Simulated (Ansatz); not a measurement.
Cost and result by functional for the surface energy of the (321) surface of silicon in its 1x1 cell, relaxed from an ideal cut (the real face may reconstruct), outermost plane spacing 0.73 Å in the ideal cut (in the relaxation like top atoms buckled by 0.5 Å), in Ansatz (plane waves, PAW). Single points on the PBE structure, on one kind of machine; costs are rough ratios of the slab run's core time (references not counted) to the cheapest single point. r2SCAN's cost holds its higher cutoff (500 against 420 eV). Differences are taken against r2SCAN for comparison alone: no measured value is at hand, so the table doesn't rank accuracy.

Set-up: 32 atoms, 11.0 Å thick at the start; mesh 4x3x1; 0.025 eV smearing; dipole correction on; all atoms relaxed; held to the start's symmetry, so lower structures may exist; no spin (no spin-polarised run to compare, though such a face may carry moments), no spin-orbit, no U. Its gap by band count is narrow, 0.09 eV on this mesh, and the smearing reaches across it. These notes are the PBE run's.

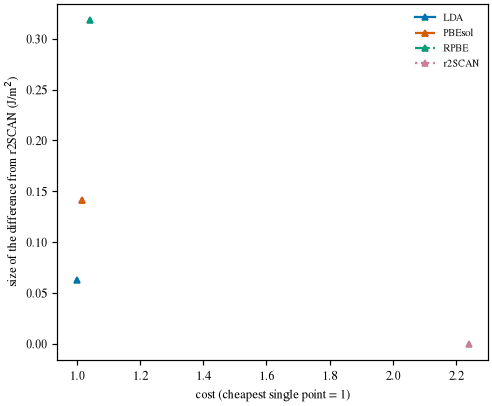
Fig. 1. Difference from r2SCAN against cost

```csv
functional,relative cost,surface energy (J/m²),less r2SCAN (J/m²)
LDA,1,1.68,-0.06
PBEsol,1,1.60,-0.14
RPBE,1,1.42,-0.32
r2SCAN,2,1.74,0.00
PBE (the relaxed run's value),–,1.51,-0.23
```

The values span 0.32 J/m², while the single points' costs differ by a factor of roughly 2. Differences are of unrounded values.

Ansatz is a first-principles code.
